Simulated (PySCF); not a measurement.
# C2H8BrGeO2 (charge −1): geometry relaxation (part 1 of 2)

- system: C2H8BrGeO2, charge −1, SMILES C[O][GeH2-]([Br])[O]C
- method: PBE0-D3(BJ)/ma-def2-SVP geometry optimisation, gas phase (PySCF 2.14.0)

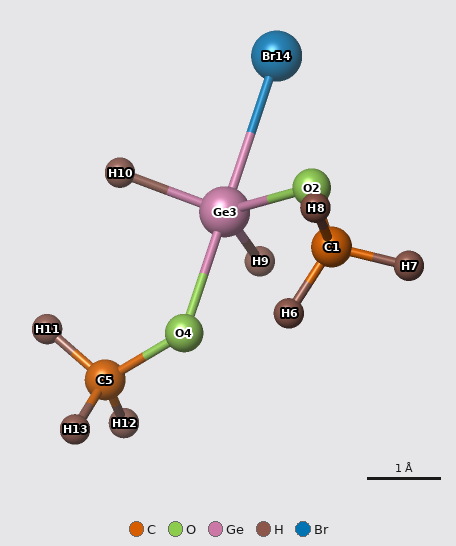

Fig. 1: The starting structure (ball-and-stick view, seen at a tilt; atoms are numbered from 1 in the order of the input). Sticks mark near contacts. Bond lengths as drawn: Br–Ge 2.43 Å, C–H 1.09 to 1.10 Å, C–O 1.37 to 1.39 Å, Ge–H 1.53 to 1.54 Å and Ge–O 1.79 to 1.94 Å.

The input
```
{"job": {"xc": "PBE0", "basis": "ma-def2-SVP", "d3": "d3bj", "grid": 1, "kind": "geom"}, "charge": -1, "multiplicity": 1}
C     -1.938126    -0.371268    -1.151190
O     -1.700327     0.857120    -0.540862
Ge    -0.261244     1.282169     0.431812
O      0.556223    -0.455192     0.186199
C      1.841719    -0.642066     0.616553
H     -1.144027    -1.085210    -0.941675
H     -2.889740    -0.775639    -0.786403
H     -2.013380    -0.230273    -2.235860
H     -0.341668     1.121445     1.955049
H      0.970101     1.971649    -0.191079
H      2.480330     0.238670     0.428690
H      1.889802    -0.850760     1.697690
H      2.284488    -1.497623     0.085691
Br    -1.332368     3.459619     0.628274
```

The first line tells a small driver script what to run in PySCF; the rest is the geometry in Å.

Launched with:
```bash
OMP_NUM_THREADS=1 python <driver script> task.json out
```

The program's output
```
step   0  E = -4881.18617512  max force = 0.026118
step   1  E = -4881.19270911  max force = 0.007365
step   2  E = -4881.19325233  max force = 0.004684
step   3  E = -4881.19347324  max force = 0.001597
step   4  E = -4881.19356109  max force = 0.004273
step   5  E = -4881.19372347  max force = 0.002599
step   6  E = -4881.19385734  max force = 0.001016
step   7  E = -4881.19390704  max force = 0.001672
step   8  E = -4881.19412537  max force = 0.002618
step   9  E = -4881.19425470  max force = 0.003058
step  10  E = -4881.19448781  max force = 0.001618
step  11  E = -4881.19456781  max force = 0.000912
step  12  E = -4881.19456857  max force = 0.000853
step  13  E = -4881.19459410  max force = 0.000429
step  14  E = -4881.19463585  max force = 0.000682
step  15  E = -4881.19467075  max force = 0.000669
step  16  E = -4881.19470810  max force = 0.000823
step  17  E = -4881.19476173  max force = 0.000788
step  18  E = -4881.19482609  max force = 0.000600
step  19  E = -4881.19488830  max force = 0.000424
step  20  E = -4881.19492049  max force = 0.000273
step  21  E = -4881.19495808  max force = 0.000238
step  22  E = -4881.19500666  max force = 0.000460
step  23  E = -4881.19501352  max force = 0.000748
step  24  E = -4881.19504708  max force = 0.001237
step  25  E = -4881.19509205  max force = 0.001504
step  26  E = -4881.19515337  max force = 0.000962
step  27  E = -4881.19523366  max force = 0.001234
step  28  E = -4881.19547267  max force = 0.001829
step  29  E = -4881.19565138  max force = 0.002075
step  30  E = -4881.19587729  max force = 0.002694
step  31  E = -4881.19657010  max force = 0.005568
step  32  E = -4881.19677796  max force = 0.006852
step  33  E = -4881.19724151  max force = 0.003688
step  34  E = -4881.19750994  max force = 0.001154
step  35  E = -4881.19756389  max force = 0.001072
step  36  E = -4881.19757476  max force = 0.001065
step  37  E = -4881.19756278  max force = 0.000984
step  38  E = -4881.19756168  max force = 0.001011
step  39  E = -4881.19759324  max force = 0.000867
step  40  E = -4881.19763229  max force = 0.000604
step  41  E = -4881.19765693  max force = 0.000773
step  42  E = -4881.19767811  max force = 0.000644
step  43  E = -4881.19769123  max force = 0.000615
step  44  E = -4881.19769821  max force = 0.000443
optimisation converged
```

Trajectory as extended XYZ (Å, eV, eV/Å), 16 of the 45 frames kept, from step=0 to step=44
```
14
Properties=species:S:1:pos:R:3:forces:R:3 step=0 energy=-132823.84125
C    -1.9381   -0.3713   -1.1512    0.1100   0.4070   0.2277
O    -1.7003    0.8571   -0.5409   -0.2856  -0.2392  -0.2473
Ge   -0.2612    1.2822    0.4318    0.8307  -0.8392   0.0923
O     0.5562   -0.4552    0.1862   -0.4462   0.0149  -0.2336
C     1.8417   -0.6421    0.6166   -0.5961   0.1239  -0.1733
H    -1.1440   -1.0852   -0.9417    0.3074  -0.4056   0.0172
H    -2.8897   -0.7756   -0.7864   -0.3518  -0.2095   0.0410
H    -2.0134   -0.2303   -2.2359   -0.0801  -0.0501  -0.4108
H    -0.3417    1.1215    1.9550    0.0099  -0.0912   0.2811
H     0.9701    1.9716   -0.1911    0.1696   0.0357  -0.1036
H     2.4803    0.2387    0.4287    0.3563   0.2638  -0.0596
H     1.8898   -0.8508    1.6977    0.1866  -0.1084   0.4253
H     2.2845   -1.4976    0.0857    0.3012  -0.2454  -0.0599
Br   -1.3324    3.4596    0.6283   -0.5118   1.3430   0.2036
14
Properties=species:S:1:pos:R:3:forces:R:3 step=3 energy=-132824.03984
C    -1.9029   -0.4648   -1.1696    0.0132   0.0146   0.0157
O    -1.7368    0.7542   -0.5144   -0.0610  -0.0554  -0.0360
Ge   -0.2782    1.2372    0.4133    0.0821   0.0520   0.0157
O     0.6105   -0.4226    0.1586    0.0167  -0.0135   0.0096
C     1.8862   -0.5142    0.6647   -0.0245  -0.0104  -0.0210
H    -1.0850   -1.1765   -0.9700    0.0016  -0.0013  -0.0037
H    -2.8573   -0.9289   -0.8507    0.0026   0.0004  -0.0045
H    -1.9641   -0.3090   -2.2656    0.0068   0.0079  -0.0094
H    -0.3550    1.1433    1.9484   -0.0071  -0.0056   0.0275
H     0.8246    2.0668   -0.2777   -0.0040  -0.0008  -0.0191
H     2.5351    0.3489    0.3848    0.0050   0.0130  -0.0111
H     1.9171   -0.5802    1.7773   -0.0077   0.0154   0.0111
H     2.3892   -1.4239    0.2792    0.0074  -0.0087   0.0035
Br   -1.4942    3.6316    0.7387   -0.0312  -0.0077   0.0218
14
Properties=species:S:1:pos:R:3:forces:R:3 step=6 energy=-132824.05029
C    -1.8353   -0.5727   -1.2092   -0.0025  -0.0032  -0.0151
O    -1.8207    0.5594   -0.3971   -0.0522  -0.0455  -0.0115
Ge   -0.3595    1.1956    0.4349    0.0182  -0.0085   0.0264
O     0.6678   -0.3762    0.1326    0.0043  -0.0083  -0.0039
C     1.9337   -0.3520    0.6665    0.0466  -0.0012   0.0044
H    -1.0071   -1.2700   -0.9961   -0.0133   0.0174   0.0093
H    -2.7939   -1.1076   -1.0586    0.0206   0.0207  -0.0043
H    -1.7801   -0.2977   -2.2840    0.0096   0.0024   0.0245
H    -0.3052    1.0776    1.9712   -0.0030   0.0152   0.0044
H     0.5962    2.1236   -0.3460   -0.0051   0.0038  -0.0007
H     2.5680    0.4725    0.2593   -0.0102  -0.0235   0.0114
H     1.9435   -0.2309    1.7769   -0.0069  -0.0056  -0.0230
H     2.4671   -1.2998    0.4467   -0.0190   0.0197   0.0026
Br   -1.7844    3.4181    0.9056    0.0129   0.0167  -0.0243
14
Properties=species:S:1:pos:R:3:forces:R:3 step=9 energy=-132824.06110
C    -1.8440   -0.5243   -1.2091   -0.0414   0.0895   0.0417
O    -1.8782    0.3972   -0.1659    0.0587  -0.0140  -0.0361
Ge   -0.3667    1.1665    0.4383    0.1033  -0.1573   0.0012
O     0.6581   -0.4302    0.2327   -0.0431   0.0139  -0.0219
C     1.9413   -0.3924    0.7231   -0.1079   0.0255   0.0062
H    -1.2021   -1.3941   -0.9899    0.0412  -0.0507   0.0142
H    -2.8785   -0.8722   -1.3756   -0.0293  -0.0627  -0.0497
H    -1.4888   -0.0809   -2.1630    0.0056   0.0215   0.0022
H    -0.1824    1.2348    1.9631    0.0031   0.0036   0.0311
H     0.4897    1.9872   -0.5496    0.0040   0.0077  -0.0197
H     2.5833    0.3768    0.2334    0.0207   0.0363  -0.0348
H     1.9848   -0.1813    1.8177    0.0216   0.0090   0.0279
H     2.4445   -1.3669    0.5694    0.0196  -0.0398  -0.0139
Br   -1.7629    3.4146    0.7632   -0.0561   0.1173   0.0515
14
Properties=species:S:1:pos:R:3:forces:R:3 step=12 energy=-132824.06964
C    -1.8303   -0.4672   -1.2359   -0.0213  -0.0070  -0.0050
O    -1.8902    0.3412   -0.1040   -0.0188  -0.0224  -0.0240
Ge   -0.3900    1.0937    0.5387   -0.0078   0.0210   0.0339
O     0.6484   -0.4641    0.2540    0.0247  -0.0439  -0.0005
C     1.9651   -0.3813    0.6398    0.0214   0.0066   0.0009
H    -1.1963   -1.3611   -1.0880    0.0025   0.0197  -0.0018
H    -2.8584   -0.7973   -1.4759    0.0168   0.0050   0.0043
H    -1.4427    0.0705   -2.1272   -0.0072   0.0033   0.0126
H    -0.2350    1.1059    2.0669    0.0012   0.0059   0.0077
H     0.4414    1.9850   -0.4082   -0.0042   0.0129  -0.0049
H     2.5443    0.3873    0.0731   -0.0067  -0.0072   0.0091
H     2.0944   -0.1328    1.7210   -0.0012  -0.0054  -0.0140
H     2.4795   -1.3501    0.4760   -0.0102   0.0154  -0.0041
Br   -1.8160    3.3693    0.9801    0.0109  -0.0040  -0.0142
14
Properties=species:S:1:pos:R:3:forces:R:3 step=15 energy=-132824.07242
C    -1.8361   -0.4158   -1.2556    0.0017   0.0344  -0.0063
O    -1.8990    0.2635   -0.0427    0.0091  -0.0208   0.0294
Ge   -0.4089    1.0256    0.6141    0.0113  -0.0109  -0.0266
O     0.6573   -0.5128    0.3044   -0.0108   0.0189   0.0235
C     1.9945   -0.3748    0.5946   -0.0134  -0.0036  -0.0214
H    -1.1405   -1.2744   -1.2246    0.0104  -0.0074  -0.0019
H    -2.8488   -0.7868   -1.4969   -0.0070  -0.0104   0.0028
H    -1.5211    0.2404   -2.0940   -0.0041   0.0038  -0.0109
H    -0.2795    1.0215    2.1435   -0.0053  -0.0017  -0.0023
H     0.4146    1.9389   -0.3195    0.0059  -0.0075   0.0022
H     2.4899    0.4394    0.0136    0.0038   0.0074  -0.0021
H     2.1949   -0.1547    1.6701   -0.0013  -0.0015   0.0102
H     2.5399   -1.3100    0.3578    0.0071  -0.0077  -0.0043
Br   -1.8379    3.3084    1.0452   -0.0074   0.0070   0.0078
14
Properties=species:S:1:pos:R:3:forces:R:3 step=18 energy=-132824.07665
C    -1.8695   -0.3809   -1.2390    0.0001   0.0297  -0.0075
O    -1.8883    0.1968    0.0263   -0.0051  -0.0286   0.0135
Ge   -0.3973    0.9878    0.6401   -0.0068   0.0187   0.0036
O     0.6802   -0.5324    0.3158    0.0207  -0.0309   0.0056
C     2.0253   -0.3797    0.5581   -0.0125   0.0060  -0.0098
H    -1.0863   -1.1559   -1.3368    0.0005  -0.0068  -0.0047
H    -2.8536   -0.8490   -1.4226   -0.0029  -0.0085  -0.0007
H    -1.7097    0.3676   -2.0438   -0.0054   0.0051  -0.0045
H    -0.2590    0.9946    2.1673   -0.0023   0.0048   0.0058
H     0.3946    1.9101   -0.3099    0.0130  -0.0036  -0.0073
H     2.4853    0.4561   -0.0213    0.0045   0.0058  -0.0047
H     2.2622   -0.1813    1.6305    0.0018  -0.0020   0.0040
H     2.5752   -1.3003    0.2786    0.0067  -0.0045  -0.0042
Br   -1.8396    3.2768    1.0675   -0.0124   0.0148   0.0108
14
Properties=species:S:1:pos:R:3:forces:R:3 step=21 energy=-132824.08024
C    -1.9339   -0.3018   -1.2169   -0.0099  -0.0013  -0.0076
O    -1.8651    0.0961    0.1139    0.0123  -0.0065   0.0038
Ge   -0.3718    0.9145    0.6807    0.0057  -0.0087   0.0039
O     0.7254   -0.5844    0.3281   -0.0055   0.0072   0.0104
C     2.0772   -0.3989    0.5012    0.0105   0.0028  -0.0010
H    -1.0819   -0.9468   -1.5085   -0.0075   0.0082  -0.0025
H    -2.8656   -0.8785   -1.3633    0.0022   0.0055   0.0007
H    -1.9711    0.5616   -1.9140    0.0012   0.0018   0.0039
H    -0.2218    0.9341    2.2057   -0.0014  -0.0005  -0.0048
H     0.3800    1.8500   -0.2885   -0.0043  -0.0032   0.0038
H     2.4840    0.4595   -0.0856   -0.0020  -0.0041   0.0015
H     2.3663   -0.2141    1.5634   -0.0006  -0.0015  -0.0064
H     2.6358   -1.2991    0.1750   -0.0039   0.0039  -0.0015
Br   -1.8375    3.2205    1.1198    0.0031  -0.0034  -0.0044
14
Properties=species:S:1:pos:R:3:forces:R:3 step=23 energy=-132824.08175
C    -1.9698   -0.2608   -1.2050   -0.0197   0.0337   0.0051
O    -1.8518    0.0564    0.1440    0.0349  -0.0385  -0.0016
Ge   -0.3554    0.8784    0.6947   -0.0012   0.0028   0.0006
O     0.7493   -0.6100    0.3351   -0.0071  -0.0065  -0.0023
C     2.1029   -0.4112    0.4798   -0.0040   0.0040  -0.0021
H    -1.1179   -0.8655   -1.5734   -0.0006  -0.0027  -0.0015
H    -2.8933   -0.8508   -1.3482    0.0008   0.0003  -0.0007
H    -2.0568    0.6434   -1.8431    0.0006   0.0016   0.0021
H    -0.2019    0.9012    2.2187   -0.0060   0.0060   0.0015
H     0.3802    1.8204   -0.2798    0.0016  -0.0053   0.0003
H     2.4875    0.4542   -0.1112    0.0010  -0.0007  -0.0014
H     2.4128   -0.2287    1.5362    0.0016  -0.0005  -0.0016
H     2.6628   -1.3039    0.1366   -0.0002   0.0003  -0.0019
Br   -1.8286    3.1905    1.1265   -0.0015   0.0054   0.0035
```
